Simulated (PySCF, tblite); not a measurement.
# C₂H₆BS₂ radical: geometry, infrared bands and EPR parameters

Aim: predict the infrared bands and EPR parameters of C₂H₆BS₂ radical (`CS[B]SC`).

Computed with tblite 0.8.0 and PySCF 2.14.0, with density-fitted response routines of our own, on a single molecule in the gas phase. Atoms count from 0, in the outputs and in this text.

**1. The starting structure**

11 atoms, charge 0, multiplicity 2; geometry from: force field or distance geometry start.

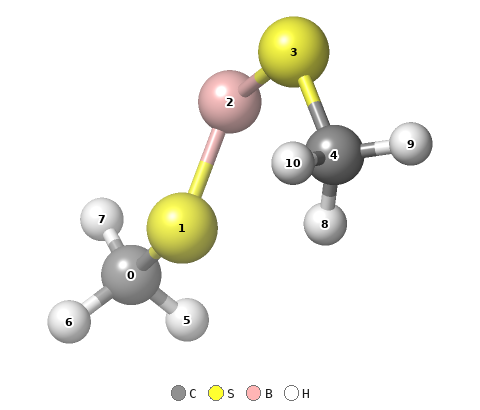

The starting geometry (carbon grey, sulfur yellow, boron pink, hydrogen white), atoms numbered.

**2. Optimising the geometry with GFN2-xTB**

The job: settings as JSON, then the geometry in Å.

```
{"job": {"kind": "relax", "xc": "GFN2-xTB", "basis": "xTB"}, "charge": 0, "multiplicity": 2}
C      2.559800     0.350600    -0.095000
S      0.765700     0.398900     0.092900
B      0.040500    -1.198300     0.757900
S     -1.859800    -1.262900     0.843900
C     -2.466400    -0.059000    -0.351400
H      2.780300     0.120900    -1.154700
H      2.928600     1.379800     0.144100
H      3.070300    -0.336500     0.597100
H     -1.627700     0.325000    -1.002300
H     -3.252000    -0.535700    -0.967200
H     -2.933800     0.819900     0.148700
```

Launch:

```console
OMP_NUM_THREADS=1 python probes_run.py task.json out
```

This one command runs all jobs of the session in turn.

The log of the run:

```text
step      E/eV     max force
  0    -407.72448    2.255
  1    -407.95984    1.690
  2    -408.10265    0.591
  3    -408.11942    0.401
  4    -408.14167    0.423
  5    -408.15365    0.419
  6    -408.18329    0.410
  7    -408.19805    0.309
  8    -408.20865    0.398
  9    -408.21878    0.435
 10    -408.23482    0.438
 11    -408.25300    0.442
 12    -408.26925    0.411
 13    -408.28143    0.278
 14    -408.28938    0.270
 15    -408.29435    0.201
 16    -408.29763    0.129
 17    -408.29951    0.115
 18    -408.30110    0.127
 19    -408.30266    0.126
 20    -408.30419    0.117
 21    -408.30614    0.121
 22    -408.30901    0.171
 23    -408.31254    0.185
 24    -408.31549    0.132
 25    -408.31724    0.091
 26    -408.31844    0.088
 27    -408.31988    0.128
 28    -408.32198    0.153
 29    -408.32452    0.135
 30    -408.32671    0.145
 31    -408.32838    0.128
 32    -408.32998    0.098
 33    -408.33173    0.121
 34    -408.33339    0.103
 35    -408.33451    0.091
 36    -408.33522    0.067
 37    -408.33584    0.059
 38    -408.33643    0.056
 39    -408.33682    0.059
 40    -408.33703    0.040
 41    -408.33718    0.038
 42    -408.33738    0.046
 43    -408.33763    0.055
 44    -408.33793    0.057
 45    -408.33828    0.056
 46    -408.33864    0.067
 47    -408.33900    0.054
 48    -408.33931    0.052
 49    -408.33965    0.055
 50    -408.34013    0.073
 51    -408.34095    0.099
 52    -408.34210    0.112
 53    -408.34326    0.084
 54    -408.34422    0.070
 55    -408.34510    0.059
 56    -408.34586    0.063
 57    -408.34642    0.051
 58    -408.34668    0.034
 59    -408.34674    0.049
 60    -408.34682    0.019
 61    -408.34687    0.015
 62    -408.34694    0.017
 63    -408.34697    0.016
 64    -408.34699    0.012
 65    -408.34703    0.016
 66    -408.34709    0.024
 67    -408.34719    0.031
 68    -408.34733    0.040
 69    -408.34760    0.051
 70    -408.34817    0.062
 71    -408.34922    0.086
 72    -408.35072    0.108
 73    -408.35283    0.116
 74    -408.35423    0.067
 75    -408.35530    0.085
 76    -408.35457    0.128
 77    -408.35623    0.098
 78    -408.35664    0.052
 79    -408.35696    0.044
 80    -408.35739    0.061
 81    -408.35766    0.038
 82    -408.35780    0.035
 83    -408.35790    0.027
 84    -408.35797    0.021
 85    -408.35812    0.019
 86    -408.35818    0.015
 87    -408.35821    0.012
 88    -408.35823    0.009
```

Wall time 0.63 s (1 thread of Arm Neoverse N1, shared host).

The steps of the relaxation: (not every step is listed)

```
step  energy from step 0 (eV)  largest force (eV/Å)
   0                   0.0000                2.2545
   1                  -0.2354                1.6896
   2                  -0.3782                0.5911
   3                  -0.3949                0.4007
   4                  -0.4172                0.4227
   5                  -0.4292                0.4187
   6                  -0.4588                0.4097
   7                  -0.4736                0.3091
   8                  -0.4842                0.3976
  15                  -0.5699                0.2006
  22                  -0.5845                0.1709
  29                  -0.6000                0.1354
  36                  -0.6107                0.0669
  43                  -0.6131                0.0551
  50                  -0.6156                0.0728
  57                  -0.6219                0.0510
  64                  -0.6225                0.0122
  71                  -0.6247                0.0863
  78                  -0.6322                0.0524
  83                  -0.6334                0.0266
  84                  -0.6335                0.0205
  85                  -0.6336                0.0194
  86                  -0.6337                0.0149
  87                  -0.6337                0.0124
  88                  -0.6337                0.0093
```

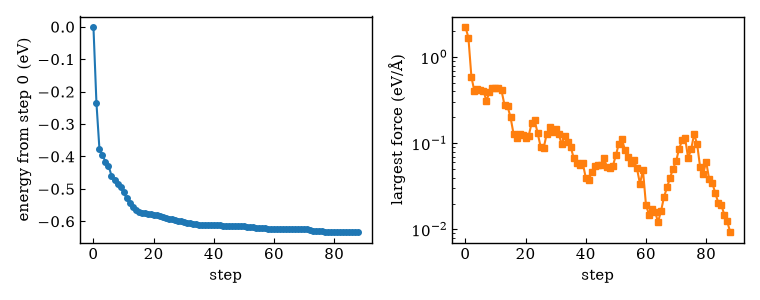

Energy and largest force along the relaxation.

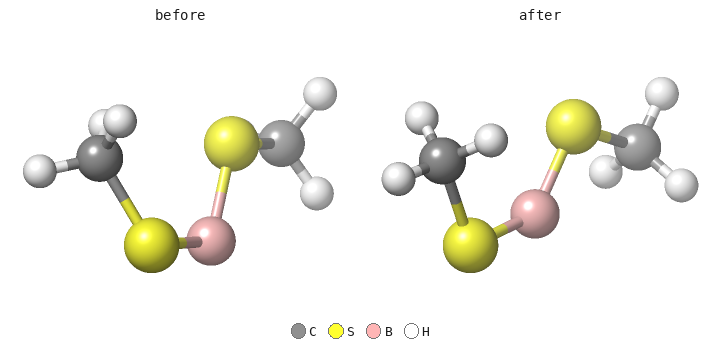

The geometry before (left) and after (right).

Distances of close pairs at the start and the end, largest changes first:

```csv
bond,before (Å),after (Å),change (Å)
B2–S3,1.903,1.733,-0.170
S1–B2,1.876,1.739,-0.137
S3–C4,1.802,1.856,+0.054
C4–H8,1.129,1.084,-0.045
C0–S1,1.805,1.849,+0.044
C0–H6,1.119,1.085,-0.035
C4–H10,1.114,1.084,-0.030
C4–H9,1.106,1.084,-0.022
```

The final coordinates are the input of the step that follows.

**3. Harmonic vibrations with GFN2-xTB**

The job: settings as JSON, then the geometry in Å.

```
{"job": {"kind": "ir", "xc": "GFN2-xTB", "basis": "xTB"}, "charge": 0, "multiplicity": 2}
C      2.638209     0.364628     0.086491
S      0.826637     0.657007    -0.138254
B      0.113222    -0.912625     0.090096
S     -1.503853    -1.534240     0.049843
C     -2.594990    -0.078328    -0.314626
H      2.976536    -0.364232    -0.641906
H      3.127424     1.318846    -0.075670
H      2.819003     0.013212     1.096472
H     -2.255091     0.394698    -1.229134
H     -3.599371    -0.469593    -0.428132
H     -2.542302     0.613298     0.518777
```

The log of the run:

```text
mode    cm-1     km/mol
  1      56.3      0.05
  2      57.7      5.76
  3      76.0      0.59
  4      82.0      3.89
  5     193.5      3.56
  6     218.0     16.26
  7     319.6      1.85
  8     596.1      2.69
  9     633.7     23.82
 10     662.8     10.97
 11     912.4      0.00
 12     915.7      1.04
 13     928.8     15.92
 14     944.1      4.91
 15     987.5     98.39
 16    1289.3      0.77
 17    1302.2      4.02
 18    1438.9      5.03
 19    1441.7      6.75
 20    1443.9      4.90
 21    1450.0      7.40
 22    3041.3      3.17
 23    3044.9      0.62
 24    3053.4      8.78
 25    3057.8      6.09
 26    3064.8      3.58
 27    3068.3      5.31
```

Wall time 0.37 s (1 thread of Arm Neoverse N1, shared host).

The strongest bands and the atoms that carry them (share of the mass-weighted mode):

```
cm⁻¹  km/mol                                atoms
 218    16.3                     B2 77 %, S3 15 %
 634    23.8                     C4 55 %, S3 27 %
 663    11.0                     C0 53 %, S1 30 %
 929    15.9  H9 47 %, H8 22 %, C4 14 %, H10 10 %
 988    98.4                              B2 84 %
1442     6.8                    H9 43 %, H10 42 %
1450     7.4            H6 53 %, H7 23 %, H5 18 %
3053     8.8                     H7 47 %, H5 43 %
```

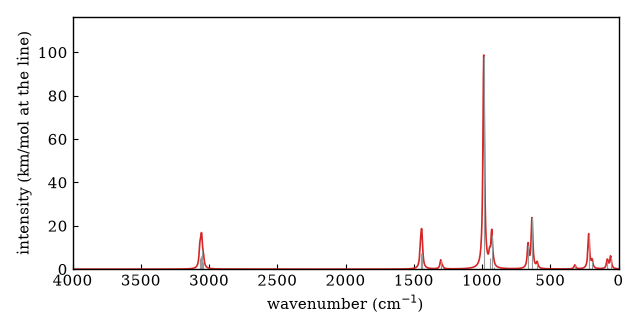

The infrared spectrum from these modes, unscaled. Lines are broadened to a width of 14 cm⁻¹ (Lorentzian).

**4. g tensor and hyperfine couplings: B3LYP/pcH-1**

Same as in step 3 but for these lines:

```diff
@@ -1,2 +1,2 @@
-{"job": {"kind": "ir", "xc": "GFN2-xTB", "basis": "xTB"}, "charge": 0, "multiplicity": 2}
+{"job": {"kind": "epr", "basis": "pcH-1"}, "charge": 0, "multiplicity": 2}
 C      2.638209     0.364628     0.086491
```

Level: UKS B3LYP, pcH-1 on B C H S, non-relativistic, mean-field spin-orbit, GIAO.

The log of the run:

```text
UKS, coarse grid
  cycle   1  E = -901.04319163  |g| = 2.35e-01
  cycle   2  E = -901.04998720  |g| = 1.88e-01
  cycle   3  E = -901.06631918  |g| = 6.21e-02
  cycle   4  E = -901.06815613  |g| = 2.13e-02
  cycle   5  E = -901.06844558  |g| = 5.52e-03
  cycle   6  E = -901.06846747  |g| = 3.18e-03
  cycle   7  E = -901.06847420  |g| = 6.79e-04
UKS, final grid
  cycle   1  E = -901.06846517  |g| = 6.53e-04
  cycle   2  E = -901.06846507  |g| = 8.41e-04
  cycle   3  E = -901.06846542  |g| = 1.02e-04
  cycle   4  E = -901.06846543  |g| = 5.08e-05
  cycle   5  E = -901.06846543  |g| = 2.87e-05
E = -901.06846543 Eh   <S^2> = 0.7543 (exact 0.7500)
g shifts (ppm)      1          2          3
  rmc          -109       -109       -109
  gc             27         16         19
  oz_so       -4887       -914       -806
  total       -4969      -1006       -897
hyperfine (MHz)  atom isotope    a_iso     a_fc   dipolar eigenvalues
    0   13C      67.60      67.63     -4.46     -3.82      8.28
    1   33S      -5.13      -5.09     -7.78     -7.01     14.78
    2   11B     363.74     363.93    -40.55    -36.54     77.09
    3   33S      78.43      78.41     -2.87     -0.37      3.24
    4   13C      68.19      68.20     -8.36     -8.25     16.61
    5    1H      -3.52      -3.52     -4.38     -1.06      5.44
    6    1H       1.48       1.49     -3.04     -1.64      4.68
    7    1H      -3.55      -3.54     -4.24     -1.15      5.39
    8    1H      -6.95      -6.95     -4.79     -0.54      5.34
    9    1H       9.75       9.75     -4.45     -0.97      5.42
   10    1H      -7.14      -7.14     -4.59     -0.72      5.30
```

Run time: 54 s. Hardware: 1 thread of Arm Neoverse N1, shared host; peak memory 0.74 GiB.

Principal g values 1.99735, 2.00131, 2.00142; g(iso) = 2.00003, against 2.00232 for a free electron.

Hyperfine couplings; where a row names several nuclei, a(iso) is their mean (it holds for fast rotation or exchange) and the dipolar term the largest among them:

```
                 nuclei  isotope  a(iso) (MHz)  a(iso) (G, at g = 2.0023)  largest dipolar term (MHz)
                     B2      11B         363.7                      129.8                        77.1
                 C0, C4      13C          67.9                       24.2                        16.6
                 S1, S3      33S          36.7                       13.1                        14.8
H5, H6, H7, H8, H9, H10       1H          -1.7                       -0.6                         5.4
```

Mulliken spin populations:

```csv
atom,value (e)
C0,0.04
S1,0.00
B2,0.91
S3,-0.04
C4,0.09
H5,0.00
H6,0.01
H7,0.00
H8,-0.01
H9,0.01
H10,-0.01
```

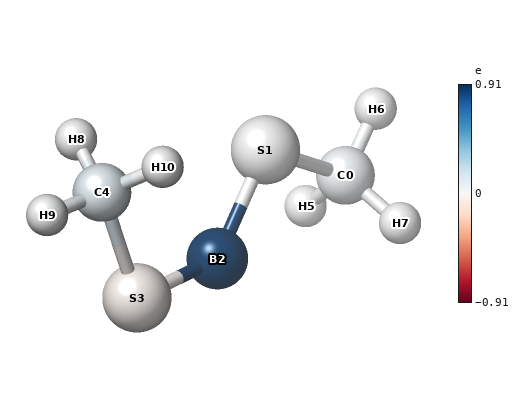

Mulliken spin populations, as colours on the atoms.

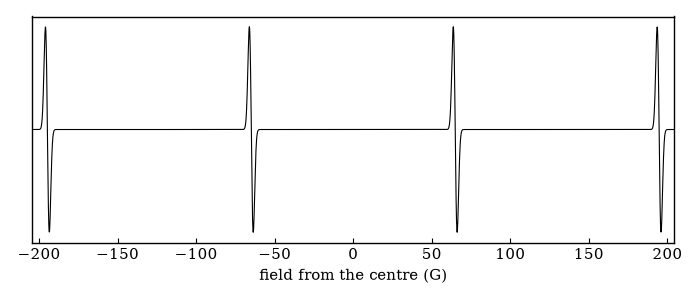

First-order isotropic spectrum (first derivative, main isotopes with spin only, couplings over 0.8 MHz, Gaussian width 1.0 G; couplings of the frozen geometry, rotation of groups not averaged beyond the rows shown).

Orbitals, density, ELF and potential are computed afterwards from the orbital file.

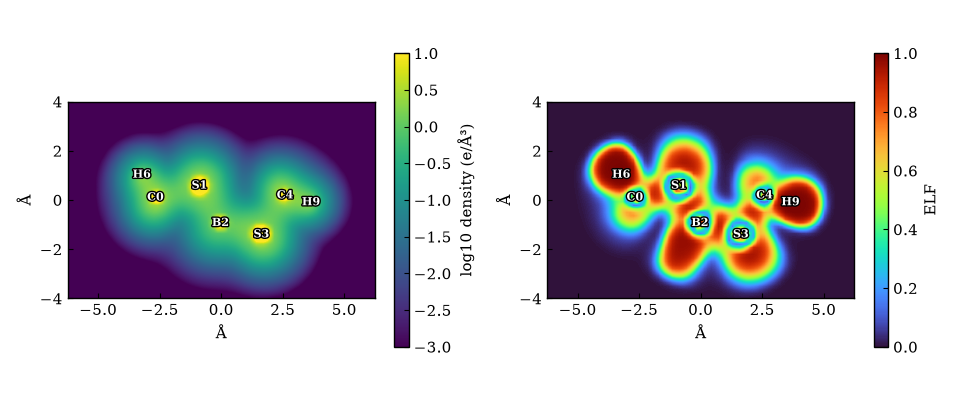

Density (left) and ELF (right) in a plane through or near 7 of the atoms.

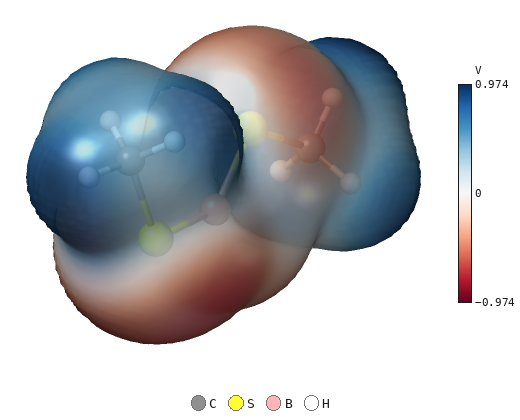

The potential that a unit positive charge feels on the 0.002 e/bohr³ surface, from -0.75 V near S3 to 0.97 V near H6.

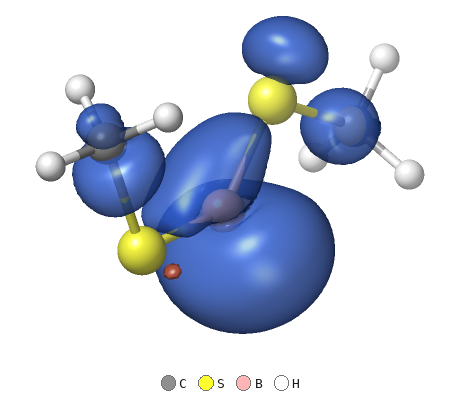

Spin density at ±0.02 e/Å³ (alpha excess blue, beta excess red).

**5. Results**

| quantity | value |
| --- | --- |
| strongest single infrared mode (GFN2-xTB) | 988 cm⁻¹, 98 km/mol |
| zero-point energy (GFN2-xTB) | 49.0 kcal/mol |
| g(iso) (B3LYP) | 2.00003 |
| ⟨S²⟩ | 0.754 (exact 0.75) |
| largest a(iso) (averaged by class) | 11B on B2, 363.7 MHz |
| surface potential, least and greatest | -0.75 V and 0.97 V |

**Reading.** The optimisation took 88 steps and gained 0.634 eV; among the close pairs (by a distance rule), B2–S3 changed most, from 1.903 to 1.733 Å. No mode is imaginary among the 27: a minimum at this level. The strongest single mode, at 988 cm⁻¹, moves mainly B2. Unscaled tight-binding wavenumbers are off by several per cent, some by more. Its intensities can rank the bands wrongly. B2 carries the largest spin population, 0.91 e. The isotropic g lies 2.3 ppt below the free-electron value.
